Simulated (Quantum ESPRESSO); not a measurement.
Consider Fe3Ge (Pm-3m).

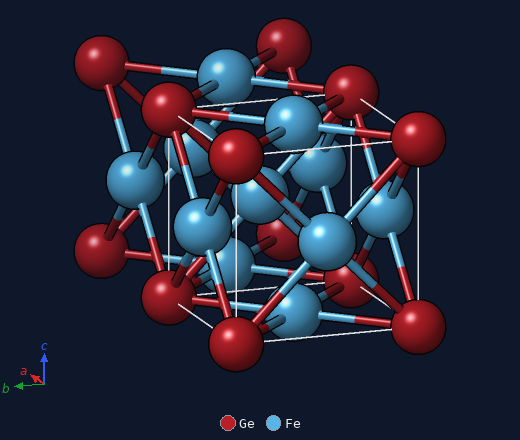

The structure (germanium red, iron blue). 2×1×1 cells are drawn. Some periodic images of atoms are drawn too.

```cif
data_structure
_symmetry_space_group_name_H-M 'P 1'
_symmetry_Int_Tables_number 1
_cell_length_a 3.6605
_cell_length_b 3.6605
_cell_length_c 3.6605
_cell_angle_alpha 90.000
_cell_angle_beta 90.000
_cell_angle_gamma 90.000
_cell_volume 49.05
loop_
_atom_site_label
_atom_site_type_symbol
_atom_site_fract_x
_atom_site_fract_y
_atom_site_fract_z
_atom_site_occupancy
Ge1 Ge 0.00000 0.00000 0.00000 1
Fe2 Fe 0.50000 0.00000 0.50000 1
Fe3 Fe 0.50000 0.50000 0.00000 1
Fe4 Fe 0.00000 0.50000 0.50000 1
```

Absorber: atom 1, with 12 Fe at 2.59 Å (cuboctahedral, site symmetry m-3m). Method: Quantum ESPRESSO XSpectra, LDA, excited-electron core hole (neutral cell), 16-atom cell with 6.3 Å between holes, 5×5×5 k points, dipole transitions, Lorentzian half width 0.98 eV up to 4 eV, rising linearly to 1.75 eV at 25 eV (not a setting of the program: the run's 0.4 eV curve was folded afterwards with a further Lorentzian).

**Question.** Where do the maxima of the Ge K edge fall?

Main maxima up to 30 eV above the zero (height): 2.1 eV (1.05), 7.8 eV (1.52) and 18.8 eV (0.80). A K edge sees empty p states on the absorber. 

The Ge K spectrum (energy from the energy zero of the input (xe0, at the border of filled and empty states); intensity scaled to a mean of 1 over the first 20 eV; folded afterwards to Lorentzian half width 0.98 eV up to 4 eV, rising linearly to 1.75 eV at 25 eV; the points at xe0, where the cut of filled states can leave a spike, are interpolated):

```csv
E (eV),intensity
-2.0,0.17
-0.5,0.42
1.0,0.86
2.5,1.03
4.0,0.89
5.5,1.05
7.0,1.44
8.5,1.46
10.0,1.28
11.5,1.11
13.0,0.96
14.5,0.77
16.0,0.71
17.5,0.75
19.0,0.80
20.5,0.76
22.0,0.77
23.5,0.72
25.0,0.65
26.5,0.65
28.0,0.66
29.5,0.72
31.0,0.77
```

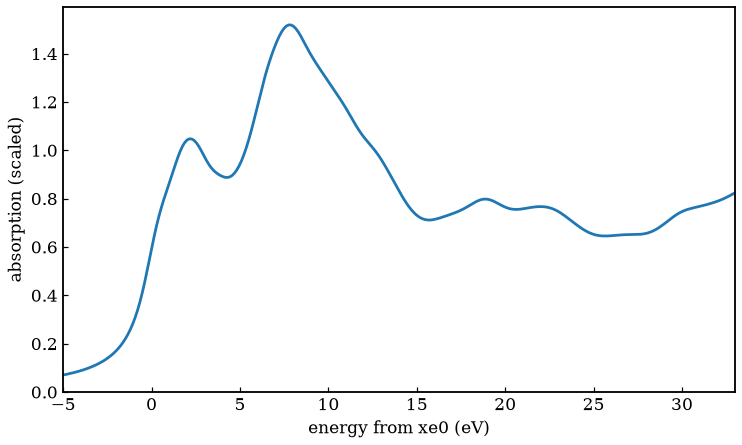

The Ge K edge.

The spins start ferromagnetically in a simple order, which needn't be the measured one; gap and edge can depend on it. The holes are only 6.3 Å apart, so the shape is probably not converged with cell size; no larger cell was run here. The structure is a computed Materials Project entry and may be a hypothetical form.

[Banner, clock and machine lines of the logs are left out without a mark of their own.]

[Logs are printed without paths, hosts, clocks, repeated set-up lines and the standing remarks that a program may print on its own settings, such as how far it seeks lower states.]

[Hosts, paths, dates, database ids (printed as entryN), source tags and the programs' standing remarks are cut or masked in the printed files.]

[Lists of maxima count a maximum above −3 eV only where it reaches 4 % of the highest in the window and stands out from its surroundings by 2 % of it (1.5 % where it reaches 55 %); shoulders and weaker maxima are passed over, and of the rest the first, up to two pre-edge ones and the few strongest are named.]
